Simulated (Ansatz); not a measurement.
# CH4AlFSe: ladder of methods at one geometry, by script

A script is to give a ladder of methods at one geometry; the system is CH4AlFSe.

Program: Ansatz 0.2.0 through its Python package. The levels of theory stand in the script. These are calculated values, not measurements.

### Step 1. The structure

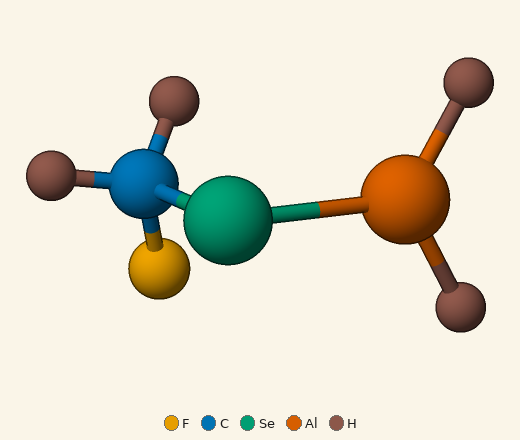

The structure that the script starts from, seen from a chosen angle (fluorine amber, carbon blue, selenium teal, aluminium orange, hydrogen brown).

The script holds or builds the structure itself.

### Step 2. The code

run_methods.py

```python
"""CH4AlFSe at several levels of theory."""

from pathlib import Path
import warnings

import ansatz as az
import numpy as np

warnings.simplefilter("ignore", az.DeckWarning)

geometry_ang = [
    ("F", (-1.0444, 1.185, 0.92)),
    ("C", (0.1778, 1.3401, 0.3843)),
    ("Se", (1.2072, -0.2141, 0.8652)),
    ("Al", (-0.0178, -1.7006, -0.4639)),
    ("H", (0.1286, 1.4267, -0.7372)),
    ("H", (0.6636, 2.2685, 0.7966)),
    ("H", (0.3177, -1.9653, -1.9854)),
    ("H", (-1.3405, -2.3976, 0.1645)),
]
mol = az.Crystal.molecule()
for symbol, xyz in geometry_ang:
    mol = mol.atom(symbol, xyz)

model = mol.calculation().basis(gaussian="def2-SVP")

print("functional    E (Ha)        dipole (D)   HOMO (eV)  LUMO (eV)")
for name in ["lda", "pbe0", "r2scan", "hf"]:
    summary = model.functional(name).forces().orbitals().run(runs_dir="runs").report
    lines = Path(summary["orbitals_path"]).read_text().splitlines()
    field_of = lambda key: [line.split("=")[1].strip() for line in lines if line.startswith(key)]
    orbitals = [(27.211386 * float(e), s, float(n)) for e, s, n in zip(field_of("Ene="), field_of("Spin="), field_of("Occup="))]
    homo = max(e for e, _, n in orbitals if n > 0.5)
    lumo = min(e for e, _, n in orbitals if n < 0.5)
    dipole = 4.803205 * np.linalg.norm(summary["charge_distribution"]["dipole_moment_e_ang"])
    print(f"{name:10s} {summary['free_energy_ev'] / 27.211386246:14.6f} {dipole:9.3f} {homo:11.3f} {lumo:10.3f}")
```

### Step 3. The run

Started as:

```console
$ python run_methods.py
```

Log:

```text
functional    E (Ha)        dipole (D)   HOMO (eV)  LUMO (eV)
lda          -2778.345694     1.335      -5.674     -3.107
pbe0         -2783.307796     1.419      -6.756     -2.106
r2scan       -2783.749554     1.399      -5.882     -2.610
hf           -2780.907978     1.683      -9.361      0.740
```

It took 15 s on 1 thread of Arm Neoverse V1, shared host; peak memory 0.28 GiB.

### Step 4. The runs side by side

From the records of these 4 runs:

```tsv
run	functional	energy (eV)	SCF cycles	CPU time (s)
1	lda	-75602.6378	17	1.8
2	pbe0	-75737.6635	16	4.3
3	r2scan	-75749.6843	17	6.4
4	hf	-75672.3611	11	1.9
```

Totals under unlike functionals or potentials can't be compared directly.

The fields below are those of run 1.

### Step 5. The molecule's orbitals and density

Orbitals, density, ELF and potential are computed afterwards from the orbital file.

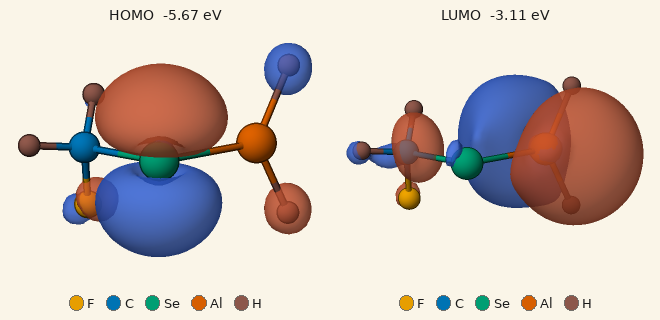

LDA/def2-SVP orbitals near the gap, drawn at the value that encloses 70 % of each; the two colours are the two signs.

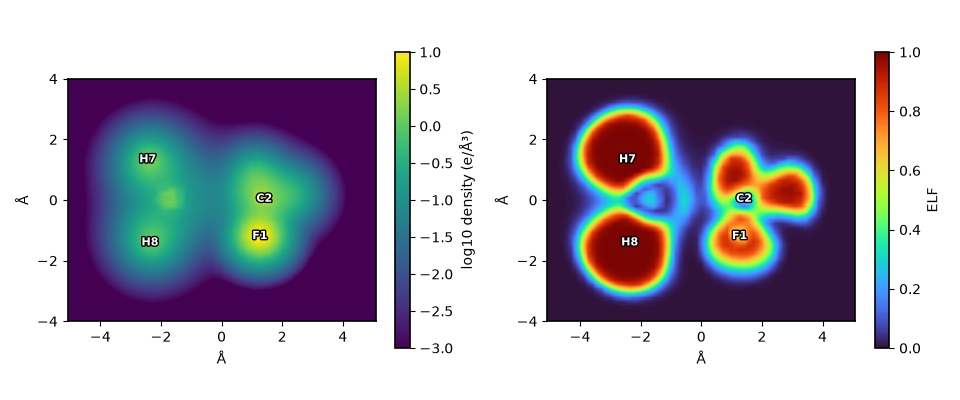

Density (left) and ELF (right) in a plane through or near 4 of the atoms.

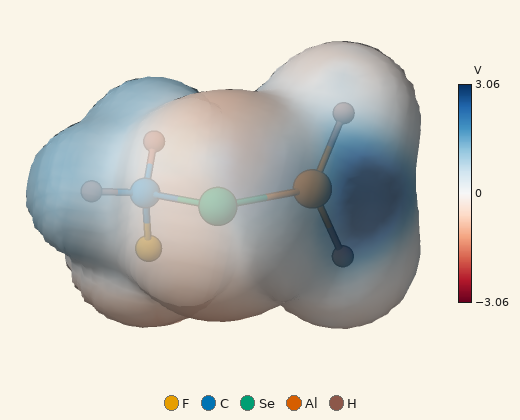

Electrostatic potential on the surface of density 0.002 e/bohr³; red is low, blue high. It runs from -0.88 V near Se3 to 3.06 V near Al4.

### Step 6. Outcome

| quantity | value |
| --- | --- |
| runs compared | 4 |
| HOMO-LUMO gap of the mean field (LDA/def2-SVP) | 2.57 eV |

**Reading.** All 4 runs converged, in 11 to 17 cycles. The geometry is a force-field or estimated start, not a minimum of this method, and the basis set is short of its limit. A lower total doesn't mark the better method: functionals have no common bound, and MP2 and coupled cluster aren't variational. Levels such as HOMO and LUMO are orbital energies: with these approximate functionals they aren't the ionisation energy and electron affinity, and their gap isn't the fundamental gap.
